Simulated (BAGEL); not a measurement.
# SiH3OF (SMILES O[SiH2]F): HF/STO-3G (density fitting with qzvpp-jkfit)

What is the vertical singlet–triplet gap of SiH3OF at HF/STO-3G (density fitting with qzvpp-jkfit)? 

The calculation is run with BAGEL 1.2.2.

5 further runs of the same task are left out: 3 that didn't finish, 2 set aside as unsound or not needed. Runs told in other sessions of the task aren't counted.

### 1 Starting point

The species is SiH3OF (6 atoms), meant as a singlet with charge 0. As SMILES, `O[SiH2]F`. The shape is that of a PBE0-D4/def2-TZVP optimisation. This is one conformer, not always the lowest.

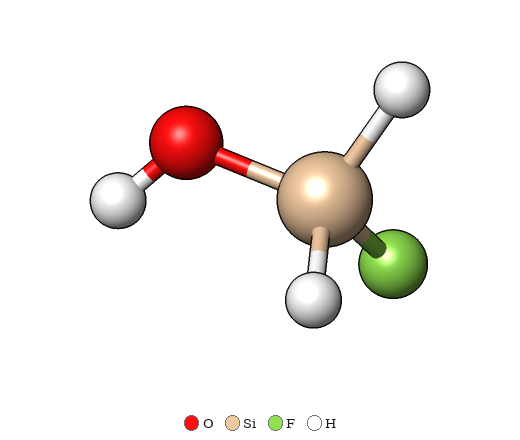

The structure, seen from a chosen angle (oxygen red, silicon light orange, fluorine green, hydrogen white).

### 2 The energy at HF/STO-3G (density fitting with qzvpp-jkfit)

job.json reads:

```json
{ "bagel" : [

{
  "title" : "molecule",
  "basis" : "sto-3g",
  "df_basis" : "qzvpp-jkfit",
  "angstrom" : true,
  "geometry" : [
    { "atom" : "O", "xyz" : [      -0.853500,      -0.209200,      -0.924100 ] },
    { "atom" : "Si", "xyz" : [       0.378300,      -0.009300,       0.123900 ] },
    { "atom" : "F", "xyz" : [       0.180800,      -0.922800,       1.417800 ] },
    { "atom" : "H", "xyz" : [      -1.714200,       0.150200,      -0.705600 ] },
    { "atom" : "H", "xyz" : [       1.595600,      -0.458500,      -0.575800 ] },
    { "atom" : "H", "xyz" : [       0.455100,       1.385600,       0.617600 ] }
  ]
},

{ "title" : "hf" },

{ "title" : "print", "file" : "orbitals.molden", "orbitals" : true }

]}
```

Command:

```bash
$ BAGEL_NUM_THREADS=1 BAGEL job.json > job.out
```

Standard output:

```text
* using 1 threads per process

  ===============================================================
  ===============================================================

  *** Geometry ***

  { "atom" : "O", "xyz" : [     -1.612881,     -0.395331,     -1.746296 ] },
  { "atom" : "Si", "xyz" : [      0.714883,     -0.017574,      0.234137 ] },
  { "atom" : "F", "xyz" : [      0.341662,     -1.743839,      2.679254 ] },
  { "atom" : "H", "xyz" : [     -3.239369,      0.283837,     -1.333391 ] },
  { "atom" : "H", "xyz" : [      3.015247,     -0.866439,     -1.088104 ] },
  { "atom" : "H", "xyz" : [      0.860014,      2.618405,      1.167095 ] },

  Number of auxiliary basis functions:      336

  Since a DF basis is specified, we compute 2- and 3-index integrals:
    o Being stored without compression. Storage requirement is 0.001 GB

  Number of basis functions:       22
  Number of electrons      :       34

    * METHOD: MOLECULE                             0.06

  *** RHF ***

  === Nuclear Repulsion ===
   119.5284298049

      * DIIS with orbital gradients will be used.

  === RHF iteration (sto-3g) ===
      0       -459.16615451          0.02080686           0.00
      1       -459.24357000          0.00396135           0.00
      2       -459.24663121          0.00102841           0.00
      3       -459.24696694          0.00019823           0.00
      4       -459.24697968          0.00004753           0.00
      5       -459.24698053          0.00000488           0.00
      6       -459.24698054          0.00000124           0.00
      7       -459.24698054          0.00000032           0.00
      8       -459.24698054          0.00000008           0.01
      9       -459.24698054          0.00000001           0.00
     10       -459.24698054          0.00000000           0.00
    * SCF iteration converged.

    * Permanent dipole moment:
           (    0.109958,    -0.492981,    -0.055207) a.u.

    * METHOD: HF                                   0.10

    * METHOD: PRINT                                0.00

  ===============================================================
```

Run time: 0.28 s. Hardware: 1 thread of Arm Neoverse V2, shared host.

### 3 The triplet

input.json reads:

```json
{ "bagel": [

{
  "title": "molecule",
  "basis": "sto-3g",
  "df_basis": "qzvpp-jkfit",
  "angstrom": "true",
  "geometry": [
    { "atom": "O", "xyz": [      -0.853500,      -0.209200,      -0.924100 ] },
    { "atom": "Si", "xyz": [       0.378300,      -0.009300,       0.123900 ] },
    { "atom": "F", "xyz": [       0.180800,      -0.922800,       1.417800 ] },
    { "atom": "H", "xyz": [      -1.714200,       0.150200,      -0.705600 ] },
    { "atom": "H", "xyz": [       1.595600,      -0.458500,      -0.575800 ] },
    { "atom": "H", "xyz": [       0.455100,       1.385600,       0.617600 ] }
  ]
},

{
  "title": "uhf",
  "nopen": 2
},

{
  "title": "print",
  "file": "orbitals.molden",
  "orbitals": "true"
}

]}
```

Command:

```bash
$ BAGEL_NUM_THREADS=1 BAGEL input.json > input.out
```

Standard output:

```text
* using 1 threads per process

  ===============================================================
  ===============================================================

  *** Geometry ***

  { "atom" : "O", "xyz" : [     -1.612881,     -0.395331,     -1.746296 ] },
  { "atom" : "Si", "xyz" : [      0.714883,     -0.017574,      0.234137 ] },
  { "atom" : "F", "xyz" : [      0.341662,     -1.743839,      2.679254 ] },
  { "atom" : "H", "xyz" : [     -3.239369,      0.283837,     -1.333391 ] },
  { "atom" : "H", "xyz" : [      3.015247,     -0.866439,     -1.088104 ] },
  { "atom" : "H", "xyz" : [      0.860014,      2.618405,      1.167095 ] },

  Number of auxiliary basis functions:      336

  Since a DF basis is specified, we compute 2- and 3-index integrals:
    o Being stored without compression. Storage requirement is 0.001 GB

  Number of basis functions:       22
  Number of electrons      :       34

    * METHOD: MOLECULE                             0.06

  *** Open-shell HF ***

  === Nuclear Repulsion ===
   119.5284298049

      * DIIS with orbital gradients will be used.

  === UHF iteration (sto-3g) ===
      0       -458.67263586          0.03966510           0.01
      1       -458.77456898          0.01843266           0.01
      2       -458.80570422          0.00935782           0.01
      3       -458.82495193          0.00818655           0.01
      4       -458.83190356          0.00808712           0.01
      5       -458.85264164          0.00752076           0.01
      6       -458.89004178          0.00441976           0.01
      7       -458.89659035          0.00243798           0.01
      8       -458.89505306          0.00313049           0.01
      9       -458.89870784          0.00264215           0.01
     10       -458.90100882          0.00171331           0.01
     11       -458.90313794          0.00074154           0.01
     12       -458.90348246          0.00045690           0.01
     13       -458.90364281          0.00028639           0.01
     14       -458.90372783          0.00014319           0.01
     15       -458.90373510          0.00006307           0.01
     16       -458.90373861          0.00001708           0.01
     17       -458.90373893          0.00001116           0.01
     18       -458.90373914          0.00000442           0.01
     19       -458.90373916          0.00000156           0.01
     20       -458.90373916          0.00000077           0.01
     21       -458.90373916          0.00000050           0.01
     22       -458.90373916          0.00000041           0.01
     23       -458.90373916          0.00000027           0.01
     24       -458.90373916          0.00000017           0.01
     25       -458.90373916          0.00000010           0.01
     26       -458.90373916          0.00000004           0.01
     27       -458.90373916          0.00000001           0.01
     28       -458.90373916          0.00000001           0.01
    * SCF iteration converged.

    * S^2 (UHF) is 2.0034

    * Permanent dipole moment:
           (    0.554446,    -0.254847,     0.564977) a.u.

    * METHOD: UHF                                  0.33

    * METHOD: PRINT                                0.00

  ===============================================================
```

Wall time 0.52 s (1 thread of Arm Neoverse V2, shared host).

### 4 Summary of results

At HF/STO-3G (density fitting with qzvpp-jkfit):

```
                                        quantity          value
                           singlet: total energy  -459.24698 Eh
                          singlet: dipole moment         1.29 D
                            singlet: HOMO energy       -9.72 eV
                            singlet: LUMO energy       13.05 eV
                          singlet: HOMO–LUMO gap       22.77 eV
                           triplet: total energy  -458.90374 Eh
                          triplet: dipole moment         2.11 D
                                   triplet: ⟨S²⟩          2.003
vertical energy of the triplet above the singlet       9.340 eV
```

What this shows: At this shape the triplet lies 9.34 eV (215 kcal/mol) above the singlet. In a minimal basis such a difference can be off by several eV, whatever the method.
